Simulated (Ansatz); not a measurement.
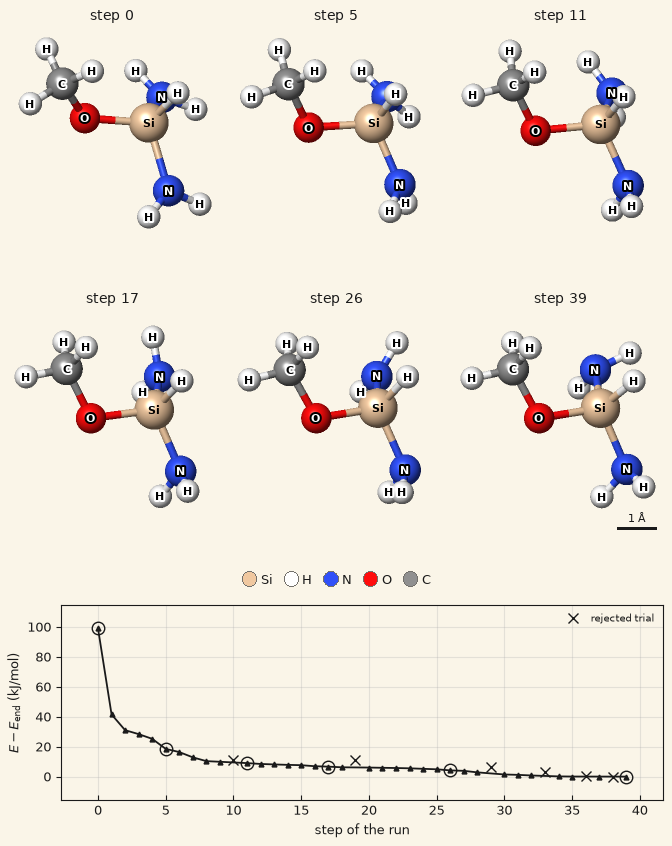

Frames of a relaxation of CH$_{8}$N$_{2}$OSi, marked on the history of the run. Style: ball-and-stick. Shown from a free direction.

The run prepares the start of a later molecular dynamics calculation, from a guessed geometry.

Level of theory: RKS CAM-B3LYP/STO-3G (Ansatz). (no spin polarisation; force threshold 0.02 eV/Å; at most 40 steps)

### What happens along the run?

The largest move after the best rigid fit is that of an H atom, 1.67 Å. Largest moves by element: H 1.67 Å, O 0.64 Å, N 0.61 Å, C 0.26 Å, Si 0.20 Å. Near-neighbour distances that change, for instance: N–Si 1.820 → 1.739 Å, C–O 1.420 → 1.452 Å, O–Si 1.679 → 1.705 Å, H–N 1.060 → 1.038 Å. Bond angles that change, for instance: Si–O–C 125.0° → 111.5°, H–N–H 120.0° → 107.0°, Si–N–H 120.0° → 115.1°. Groups turn about O–Si by about 50°, C–O by about 45°. Over 33 accepted moves (39 points after the start) the energy falls by 98.9 kJ/mol. The largest force component goes from 2.1 to 0.02 eV/Å. The line search rejected the trial steps at points 10, 19, 29, 33, 36, 38 of the run. Cost: 110 s on 1 thread of Arm Neoverse V2, on a shared host, peak memory 0.15 GiB. From step 0 to 5: an H atom moves most (0.58 Å), energy −80.4 kJ/mol. From step 5 to 11: an H atom moves most (0.50 Å), energy −9.48 kJ/mol. From step 11 to 17: an H atom moves most (0.62 Å), energy −2.36 kJ/mol. From step 17 to 26: an H atom moves most (0.57 Å), energy −2.50 kJ/mol. From step 26 to 39: an H atom moves most (0.50 Å), energy −4.17 kJ/mol.

```
step  E − E(0), kJ/mol  largest force component, eV/Å      note
   0              0.00                         2.0967          
   1            -57.40                         1.2885          
   2            -67.93                         0.4718          
   3            -70.56                         0.3868          
   4            -73.71                         1.1359          
   5            -80.44                         0.3375          
   6            -82.55                         0.1854          
   7            -86.08                         0.1654          
   8            -88.61                         0.1882          
   9            -89.03                         0.1511          
  10            -87.88                         1.1179  rejected
  12            -90.48                         0.2114          
  13            -90.80                         0.2268          
  15            -91.31                         0.2929          
  16            -91.99                         0.0683          
  18            -92.72                         0.0417          
  19            -88.01                         1.4530  rejected
  21            -93.05                         0.1953          
  22            -93.20                         0.1215          
  24            -93.73                         0.2476          
  25            -94.05                         0.1139          
  27            -95.08                         0.3550          
  28            -96.10                         0.2493          
  30            -97.51                         0.1212          
  31            -97.77                         0.4517          
  33            -95.62                         0.6552  rejected
  34            -98.79                         0.0852          
  36            -98.85                         0.2080  rejected
  37            -98.92                         0.0235          
  39            -98.95                         0.0199
```

Limits of the set-up: STO-3G is a minimal basis, so the numbers are rough.
